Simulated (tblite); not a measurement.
**Run report: C₇H₁₄O₂Si, geometry relaxation (part 3 of 3)**

C₇H₁₄O₂Si, SMILES CC(=O)O[SiH2]C(C)=C(C)C; GFN2-xTB geometry optimisation, gas phase (tblite 0.8.0). It belongs to a series of runs on one base structure; here: H on C replaced by CH3.

**Trajectory as extended XYZ, continued**
```
24
Properties=species:S:1:pos:R:3:forces:R:3 step=157 energy=-871.72840
C     3.9666   -0.2985   -0.8903    0.0070  -0.0020   0.0060
C     2.7168    0.1441   -0.1767   -0.0170   0.0070  -0.0170
O     2.3018    1.2733   -0.1712    0.0050  -0.0070   0.0030
O     2.0998   -0.8448    0.4460   -0.0010   0.0130   0.0040
Si    0.6664   -0.5849    1.2733   -0.0060  -0.0040  -0.0010
C    -0.6988   -0.2024    0.0335   -0.0100  -0.0090  -0.0080
C    -0.3391   -0.3719   -1.4226   -0.0020   0.0100   0.0010
C    -1.9103    0.2439    0.3877    0.0010   0.0060  -0.0080
C    -2.9547    0.6144   -0.6300   -0.0060  -0.0040  -0.0070
C    -2.3453    0.4205    1.8090    0.0140   0.0010   0.0100
H     4.5579    0.5680   -1.1701    0.0060  -0.0010  -0.0110
H     4.5400   -0.9640   -0.2512    0.0060  -0.0100   0.0050
H     3.6828   -0.8465   -1.7872   -0.0010  -0.0020   0.0040
H     0.5796   -1.9142    1.8763    0.0000   0.0100   0.0110
H     0.9130    0.4768    2.2436    0.0030  -0.0010   0.0120
H    -1.1974   -0.6811   -2.0152    0.0030   0.0020   0.0060
H     0.4431   -1.1186   -1.5429    0.0040   0.0090   0.0060
H     0.0354    0.5705   -1.8248   -0.0090  -0.0020   0.0000
H    -3.8236    1.0564   -0.1495    0.0060   0.0030   0.0070
H    -2.5558    1.3270   -1.3505   -0.0020  -0.0100   0.0070
H    -3.2831   -0.2672   -1.1815   -0.0090   0.0070  -0.0030
H    -2.5090    1.4784    2.0165   -0.0050  -0.0070  -0.0020
H    -1.6083    0.0384    2.5077   -0.0040  -0.0100  -0.0090
H    -3.2897   -0.0978    1.9775    0.0170   0.0000  -0.0150
24
Properties=species:S:1:pos:R:3:forces:R:3 step=168 energy=-871.72980
C     3.9710   -0.3282   -0.8924   -0.0010   0.0050  -0.0020
C     2.7217    0.1327   -0.1889   -0.0170   0.0090  -0.0170
O     2.3123    1.2636   -0.2067    0.0030   0.0140   0.0070
O     2.0977   -0.8398    0.4521    0.0140  -0.0110   0.0090
Si    0.6675   -0.5567    1.2768   -0.0040  -0.0100   0.0150
C    -0.6947   -0.1808    0.0310   -0.0150  -0.0040   0.0120
C    -0.3271   -0.3398   -1.4234   -0.0030   0.0000   0.0080
C    -1.9128    0.2471    0.3847   -0.0140   0.0060   0.0030
C    -2.9657    0.6141   -0.6256   -0.0070  -0.0040   0.0010
C    -2.3535    0.3998    1.8066    0.0200  -0.0120   0.0080
H     4.5523    0.5321   -1.2101    0.0070   0.0020  -0.0060
H     4.5560   -0.9611   -0.2311   -0.0040  -0.0170   0.0020
H     3.6868   -0.9125   -1.7661    0.0030  -0.0120   0.0160
H     0.5659   -1.8744    1.9042    0.0080   0.0060  -0.0090
H     0.9308    0.5054    2.2433   -0.0120   0.0130  -0.0130
H    -1.1799   -0.6562   -2.0200    0.0010   0.0100  -0.0020
H     0.4629   -1.0786   -1.5398    0.0040   0.0030  -0.0140
H     0.0413    0.6067   -1.8197   -0.0090   0.0100  -0.0100
H    -3.8439    1.0244   -0.1331    0.0170   0.0070  -0.0070
H    -2.5831    1.3534   -1.3274   -0.0020  -0.0110  -0.0120
H    -3.2776   -0.2601   -1.1982    0.0150   0.0050  -0.0020
H    -2.5574    1.4484    2.0239    0.0000  -0.0060  -0.0040
H    -1.6048    0.0366    2.5023    0.0040  -0.0030   0.0070
H    -3.2773   -0.1563    1.9649   -0.0100  -0.0010   0.0120
24
Properties=species:S:1:pos:R:3:forces:R:3 step=179 energy=-871.73297
C     3.9882   -0.4077   -0.8824   -0.0050  -0.0010  -0.0210
C     2.7408    0.1164   -0.2191    0.0040  -0.0030  -0.0080
O     2.3511    1.2513   -0.2962    0.0190   0.0090  -0.0080
O     2.1011   -0.8128    0.4694   -0.0050  -0.0200  -0.0140
Si    0.6703   -0.4937    1.2743    0.0040   0.0240   0.0120
C    -0.6940   -0.1391    0.0242   -0.0090   0.0120   0.0300
C    -0.3204   -0.2428   -1.4329   -0.0010  -0.0230   0.0180
C    -1.9255    0.2419    0.3867   -0.0280   0.0040   0.0020
C    -2.9889    0.5968   -0.6179   -0.0120  -0.0030   0.0030
C    -2.3657    0.3453    1.8145   -0.0200  -0.0010  -0.0290
H     4.5609    0.4154   -1.3013   -0.0050  -0.0260   0.0300
H     4.5784   -0.9572   -0.1522    0.0050   0.0160  -0.0420
H     3.7059   -1.0943   -1.6804    0.0050   0.0170   0.0510
H     0.5682   -1.7895    1.9432   -0.0060  -0.0090   0.0030
H     0.9330    0.6024    2.2051   -0.0100  -0.0020  -0.0200
H    -1.1650   -0.5680   -2.0363    0.0110   0.0190  -0.0250
H     0.4917   -0.9533   -1.5742    0.0000   0.0120   0.0010
H     0.0190    0.7266   -1.7982   -0.0130   0.0000  -0.0190
H    -3.8950    0.9297   -0.1185    0.0040   0.0000   0.0090
H    -2.6499    1.3906   -1.2821    0.0370   0.0000   0.0210
H    -3.2401   -0.2622   -1.2404   -0.0040  -0.0200   0.0160
H    -2.6404    1.3749    2.0471    0.0150  -0.0220  -0.0060
H    -1.5876    0.0241    2.4977    0.0080   0.0080   0.0170
H    -3.2479   -0.2749    1.9777    0.0060   0.0100  -0.0230
24
Properties=species:S:1:pos:R:3:forces:R:3 step=191 energy=-871.73557
C     4.0076   -0.4810   -0.8719    0.0080  -0.0010  -0.0050
C     2.7665    0.1008   -0.2473   -0.0060   0.0010   0.0050
O     2.4101    1.2420   -0.3723    0.0120   0.0030   0.0110
O     2.0952   -0.7872    0.4659    0.0000  -0.0150   0.0060
Si    0.6750   -0.4260    1.2681    0.0100  -0.0060   0.0060
C    -0.6963   -0.0982    0.0203    0.0020   0.0010   0.0050
C    -0.3212   -0.1574   -1.4390   -0.0060   0.0060   0.0060
C    -1.9389    0.2339    0.3921    0.0000  -0.0060  -0.0030
C    -3.0076    0.5852   -0.6058    0.0030   0.0050  -0.0060
C    -2.3854    0.2824    1.8192   -0.0100  -0.0020   0.0030
H     4.5700    0.2986   -1.3756    0.0110   0.0070  -0.0060
H     4.6149   -0.9486   -0.1008    0.0030   0.0040   0.0050
H     3.7213   -1.2496   -1.5866   -0.0060  -0.0070  -0.0060
H     0.5678   -1.6963    1.9855    0.0040   0.0100  -0.0050
H     0.9429    0.7066    2.1523    0.0000  -0.0030  -0.0050
H    -1.1518   -0.5038   -2.0500    0.0040  -0.0030  -0.0120
H     0.5201   -0.8294   -1.5949   -0.0050   0.0120  -0.0020
H    -0.0249    0.8319   -1.7894    0.0020  -0.0060   0.0030
H    -3.9242    0.8823   -0.1038   -0.0060  -0.0030   0.0090
H    -2.6786    1.4057   -1.2418   -0.0020  -0.0040  -0.0100
H    -3.2307   -0.2638   -1.2519   -0.0150  -0.0060   0.0010
H    -2.7181    1.2889    2.0716   -0.0010   0.0060   0.0050
H    -1.5938   -0.0072    2.5020    0.0020  -0.0010  -0.0060
H    -3.2318   -0.3901    1.9618   -0.0020   0.0080   0.0000
24
Properties=species:S:1:pos:R:3:forces:R:3 step=202 energy=-871.73742
C     4.0335   -0.5074   -0.8590   -0.0020   0.0040   0.0060
C     2.7953    0.0918   -0.2453    0.0020   0.0020   0.0120
O     2.4690    1.2435   -0.3540   -0.0040   0.0250  -0.0130
O     2.0945   -0.7886    0.4489   -0.0180  -0.0120  -0.0110
Si    0.6804   -0.3967    1.2486   -0.0170  -0.0020   0.0120
C    -0.7038   -0.0809    0.0099    0.0190  -0.0060  -0.0090
C    -0.3379   -0.1175   -1.4531   -0.0060   0.0030   0.0100
C    -1.9506    0.2252    0.3904    0.0040   0.0060   0.0120
C    -3.0314    0.5642   -0.5990    0.0070   0.0050   0.0120
C    -2.3905    0.2620    1.8203    0.0120  -0.0040   0.0090
H     4.5923    0.2562   -1.3907    0.0060   0.0100  -0.0010
H     4.6435   -0.9402   -0.0706    0.0290  -0.0080   0.0140
H     3.7532   -1.3054   -1.5421   -0.0250  -0.0150  -0.0120
H     0.5673   -1.6506    1.9927    0.0030  -0.0030  -0.0040
H     0.9571    0.7501    2.1112    0.0010  -0.0030  -0.0030
H    -1.1583   -0.4959   -2.0605    0.0180   0.0040   0.0070
H     0.5305   -0.7519   -1.6193   -0.0160   0.0220  -0.0030
H    -0.0878    0.8863   -1.7996    0.0050  -0.0200  -0.0020
H    -3.9364    0.8805   -0.0873   -0.0060   0.0000   0.0020
H    -2.7050    1.3680   -1.2567   -0.0100  -0.0070  -0.0240
H    -3.2748   -0.2978   -1.2206    0.0030   0.0040  -0.0020
H    -2.6954    1.2725    2.0929    0.0050   0.0030  -0.0110
H    -1.6032   -0.0583    2.4942    0.0090   0.0010  -0.0030
H    -3.2533   -0.3893    1.9563   -0.0160  -0.0090   0.0020
24
Properties=species:S:1:pos:R:3:forces:R:3 step=213 energy=-871.73823
C     4.0411   -0.5037   -0.8521    0.0010  -0.0040  -0.0020
C     2.8048    0.1014   -0.2386    0.0060  -0.0040   0.0060
O     2.4911    1.2576   -0.3361   -0.0040   0.0010   0.0010
O     2.0899   -0.7833    0.4360   -0.0040   0.0050   0.0020
Si    0.6782   -0.4008    1.2438    0.0040   0.0040  -0.0060
C    -0.7059   -0.0811    0.0066   -0.0050   0.0020   0.0040
C    -0.3449   -0.1167   -1.4572   -0.0010  -0.0010   0.0050
C    -1.9523    0.2243    0.3894    0.0040   0.0070   0.0000
C    -3.0367    0.5582   -0.5979   -0.0030  -0.0020   0.0040
C    -2.3886    0.2639    1.8204    0.0060  -0.0020  -0.0050
H     4.6051    0.2584   -1.3812   -0.0040  -0.0010  -0.0030
H     4.6519   -0.9429   -0.0664   -0.0080   0.0010  -0.0040
H     3.7513   -1.2974   -1.5375    0.0040   0.0030   0.0040
H     0.5725   -1.6605    1.9788   -0.0050  -0.0040   0.0010
H     0.9529    0.7420    2.1117    0.0000  -0.0020   0.0020
H    -1.1604   -0.5145   -2.0581    0.0070   0.0000  -0.0030
H     0.5347   -0.7338   -1.6248   -0.0020   0.0030  -0.0030
H    -0.1152    0.8890   -1.8110   -0.0010  -0.0010  -0.0010
H    -3.9290    0.9065   -0.0844   -0.0030   0.0030  -0.0040
H    -2.7065    1.3332   -1.2874    0.0040  -0.0010   0.0000
H    -3.3047   -0.3180   -1.1890    0.0010  -0.0050   0.0000
H    -2.6600    1.2826    2.0982   -0.0010  -0.0030  -0.0010
H    -1.6091   -0.0838    2.4898    0.0040   0.0000   0.0020
H    -3.2717   -0.3607    1.9546    0.0000   0.0000   0.0020
```

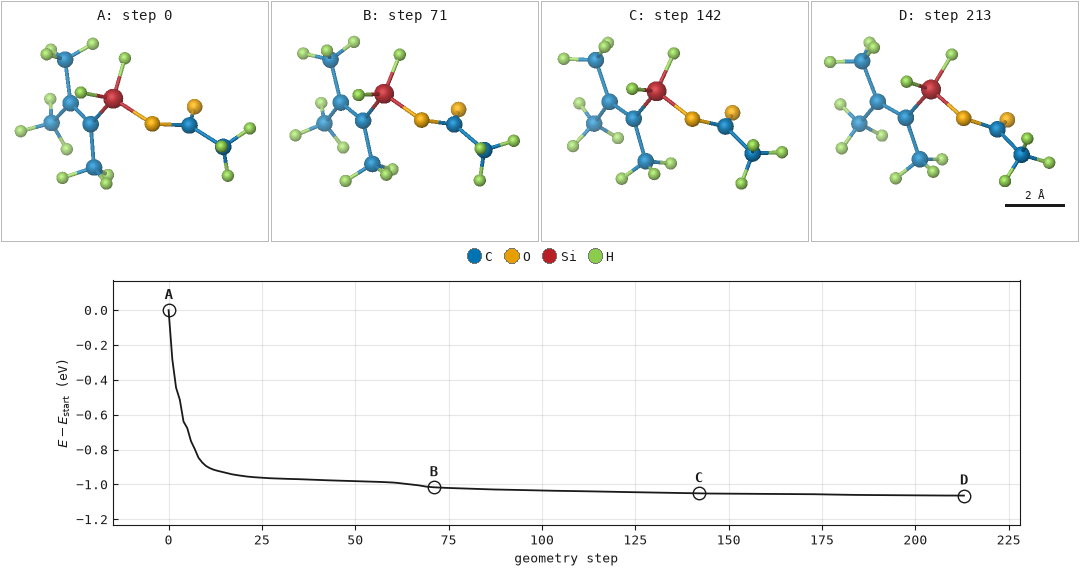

Figure 1. Frames of the relaxation (ball-and-stick view, seen at a tilt) above the curves, on which the letters mark them (steps are counted from 0).

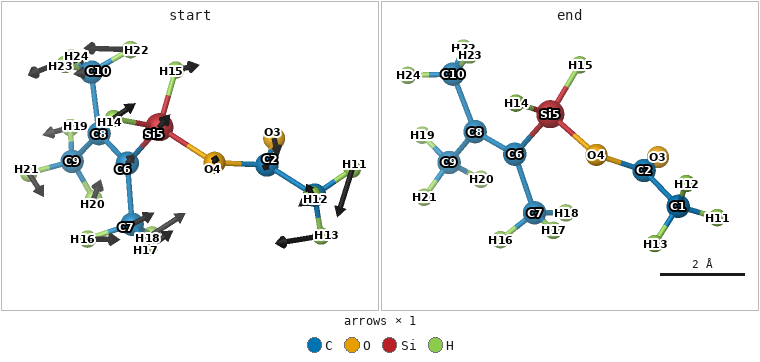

Figure 2. Before (left) and after (right) the relaxation, at one scale (ball-and-stick view, seen at a tilt). The black arrows give the displacements, at true length. The largest move after the best rigid fit is that of H24, 1.58 Å. Largest moves by element: H 1.58 Å, C 0.63 Å, O 0.48 Å, Si 0.45 Å. Distances before and after: C2–O3 1.264 → 1.202 Å, C9–H19 1.139 → 1.087 Å, C2–O4 1.374 → 1.322 Å, O4–Si5 1.721 → 1.671 Å. Among the angles that change: O4–Si5–H14 112.5° → 96.1°, C1–C2–O4 124.0° → 112.5°, C6–Si5–H14 105.4° → 115.0°. The energy falls by 1.064 eV in 213 geometry steps. The largest force component goes from 3.3 to 0.008 eV/Å. (Atoms are counted from 1 in the order of the input.)

The run was set up as follows.

**Input file**
```
{"job": {"kind": "relax", "xc": "GFN2-xTB", "basis": "xTB"}, "charge": 0, "multiplicity": 1}
C      4.253700     0.018900    -0.719600
C      2.905300     0.161800    -0.097000
O      2.425800     1.314300     0.099000
O      2.136800    -0.896900     0.321700
Si     0.593300    -0.752500     1.068000
C     -0.771400    -0.362500    -0.123600
C     -0.693300    -0.667200    -1.580100
C     -1.875500     0.229000     0.325600
C     -3.012200     0.555800    -0.610000
C     -2.073900     0.581100     1.768200
H      4.849700     0.895000    -0.346300
H      4.811500    -0.868000    -0.315800
H      4.231000     0.062400    -1.797000
H      0.175200    -1.998500     1.752000
H      0.591700     0.291300     2.136000
H     -1.606100    -1.302400    -1.781500
H      0.163900    -1.315200    -1.848900
H     -0.794600     0.223400    -2.215300
H     -3.534200     1.441600    -0.120500
H     -2.690900     0.752900    -1.627400
H     -3.715000    -0.313100    -0.624000
H     -1.246000     1.167100     2.180000
H     -2.128900    -0.371500     2.336500
H     -3.007600     1.172900     1.827600
```

The first line tells a small driver script what to run in tblite; the rest is the geometry in Å.

Launched with:
```bash
OMP_NUM_THREADS=1 python <driver script> task.json out
```

**Summary**

```csv
quantity,value
outcome,converged
total energy,−871.7382 eV
hardware,"1 CPU thread, shared host"
wall time,1.9 s
peak memory,0.18 GiB
```
